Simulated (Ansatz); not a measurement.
Input file:

```
crystal:
  periodic: [false, false, false]
  atoms:
    - { symbol: B, position_ang: [0.4257, -2.719, -1.3695] }
    - { symbol: Si, position_ang: [1.2182, -1.8387, 0.151] }
    - { symbol: S, position_ang: [1.624, 0.2267, -0.2976] }
    - { symbol: Si, position_ang: [-0.2996, 0.8823, 0.005] }
    - { symbol: B, position_ang: [-0.57, 2.6594, -0.7151] }
    - { symbol: P, position_ang: [-0.8513, 0.9002, 2.164] }
    - { symbol: H, position_ang: [0.9262, -3.5876, -1.9096] }
    - { symbol: H, position_ang: [-0.6179, -2.2521, -1.7899] }
    - { symbol: H, position_ang: [0.3517, -1.9289, 1.3713] }
    - { symbol: H, position_ang: [2.4846, -2.5371, 0.4565] }
    - { symbol: H, position_ang: [-1.3164, -0.0169, -0.678] }
    - { symbol: H, position_ang: [0.3717, 3.2218, -1.171] }
    - { symbol: H, position_ang: [-1.6642, 3.2417, -0.6421] }
    - { symbol: H, position_ang: [-0.0383, 2.0496, 2.4592] }
    - { symbol: H, position_ang: [-2.0661, 1.648, 1.9951] }
magnetization:
  spin_polarized: true
basis:
  gaussian: { orbitals: "6-31G" }
hamiltonian:
  xc: pbe
relax:
  f_tol: 0.02
  max_steps: 50
output:
  orbitals: {}
```

Run with:

```sh
ansatz run input.yaml --threads 2 --pin off --max-ram 3072MiB --backend cpu --events-out ev --progress --plain --runs-dir out
```

The fields are those of the relaxed geometry.

Computed with UKS PBE/6-31G in Ansatz.

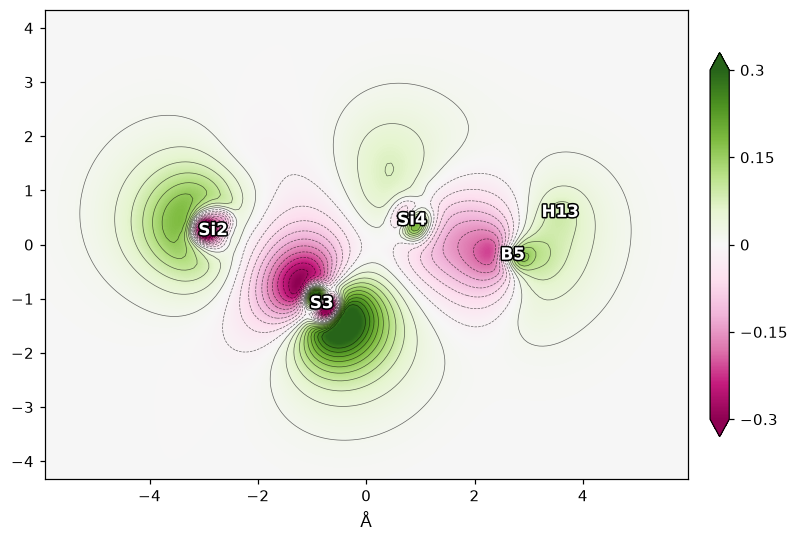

B2H9PSSi2. The HOMO on the plane of atoms S3, Si4 and B5 (values in Å⁻³ᐟ²; the overall sign is arbitrary).

Question: Describe this orbital and give its energy.

Answer: It lies mainly on Si2 (about 30 %), S3 (about 20 %), B1 (about 15 %) and P6 (about 5 %). Its energy is −6.29 eV.
